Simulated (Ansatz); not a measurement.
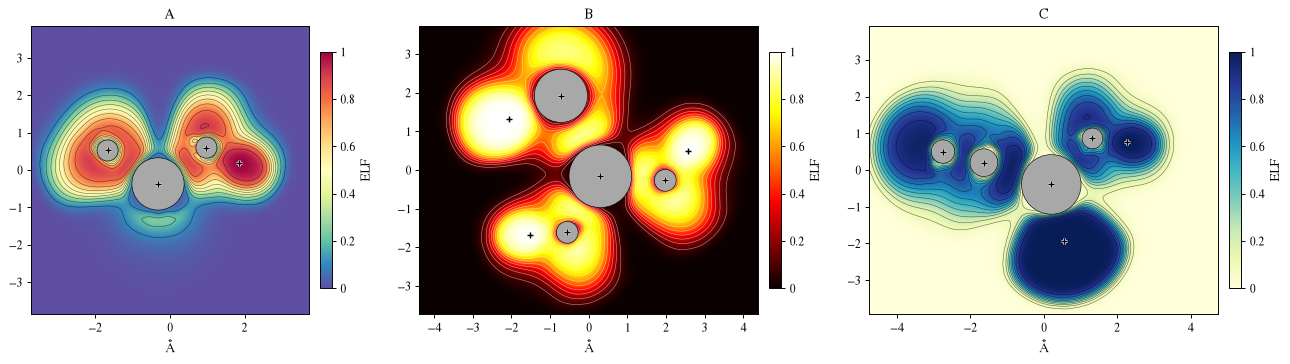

The ELF of 3 systems, each on a plane through atoms (crosses mark nuclei in the plane; grey discs cover the cores).

Theory: RKS PBE0-D4/def2-TZVPP in Ansatz.

System 1: AlH3O2Se, the molecular plane. Geometry: PBE0-D4/def2-TZVP.

| atom | x (Å) | y (Å) | z (Å) |
| --- | --- | --- | --- |
| O | -1.1891 | 1.0891 | 0.5143 |
| Al | 0.1257 | 0.0563 | 0.3057 |
| O | 1.1942 | -0.0876 | 1.5997 |
| Se | 0.5100 | -1.1442 | -1.6404 |
| H | -1.8586 | 1.2497 | -0.1466 |
| H | 1.9727 | -0.6401 | 1.5965 |
| H | -0.6938 | -0.5911 | -2.2747 |

System 2: ClH3O3Si, the plane of atoms O1, Si2 and O4. Geometry: PBE0-D4/def2-TZVP.

```xyz
8

O    -0.8169    0.2852    1.3429
Si   -0.0047    0.0000   -0.0290
O     1.3476    0.8910   -0.0544
O     0.3790   -1.5712   -0.1161
Cl   -1.1855    0.5048   -1.6390
H    -1.1769    1.1623    1.4817
H     1.8830    0.8782   -0.8490
H    -0.3335   -2.2073   -0.1929
```

System 3: CH2AlNO (SMILES N#[C][AlH][OH]), the molecular plane. Geometry: PBE0-D4/def2-TZVP.

```
atom    x (Å)    y (Å)    z (Å)
   N   2.4244  -1.0639   0.8966
   C   1.3891  -0.7179   0.5241
  Al  -0.3707  -0.2265  -0.0954
   O  -0.5573   1.4183  -0.3855
   H  -1.4858  -1.3121  -0.2911
   H  -1.3577   1.8382  -0.6949
```

Question: Match each panel to its system.

Answer: Panel A is system 2, ClH3O3Si: the plane holds O, Si and H. Si–O (1.62 Å): the ELF peaks at about 0.90 between the atoms, as expected for a polar covalent bond. Panel B is system 1, AlH3O2Se: the plane holds O, Al, Se and H. Al–O (1.68 Å): the ELF peaks at about 0.85 in the valence shell of O, 0.6 Å from its nucleus, and is about 0.45 at the midpoint. Panel C is system 3, CH2AlNO: the plane holds N, C, Al, O and H. C–N (1.15 Å): the ELF peaks at about 0.85 between the atoms; a short, multiple covalent bond.
